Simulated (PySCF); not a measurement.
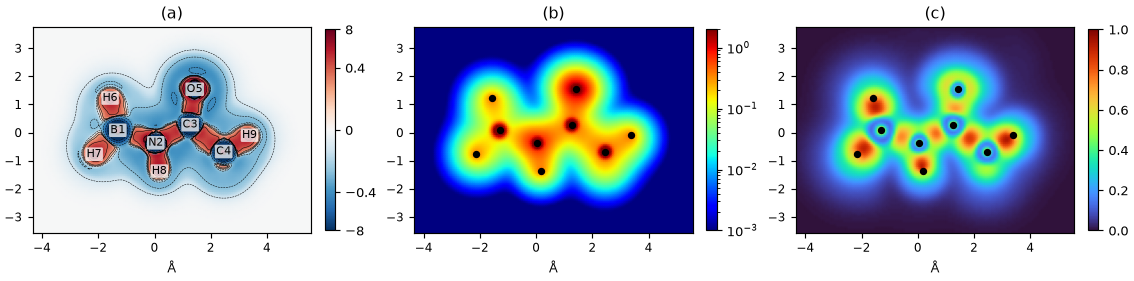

C2H6BNO, charge −1, doublet, SMILES `[BH2-]NC(C)=O`. Three fields in a plane through 9 of the atoms. (a): red positive, blue negative.

Method: HF/def2-SVPD; geometry: GFN2-xTB; program: PySCF. The highest occupied orbitals have positive energy: in the gas phase this ion holds its electrons only through the finite basis. No frequency check shows the geometry to be a minimum. The stability of the open-shell solution wasn't checked. GFN2-xTB doesn't know the spin state, so this open-shell geometry is rough.

### The panels show, in some order, the localised orbital locator (LOL), electron density and negative Laplacian of the density (−∇²ρ). Which is which?

(a) is the negative Laplacian of the density (−∇²ρ): shells alternate in sign around each nucleus and valence concentrations outline the bonding and non-bonding pairs. (b) is the electron density: it is positive everywhere and peaks at the nuclei. (c) is the localised orbital locator (LOL): it runs from 0 to 1, peaks where electrons are localised, as in bonds, and fades smoothly outside.
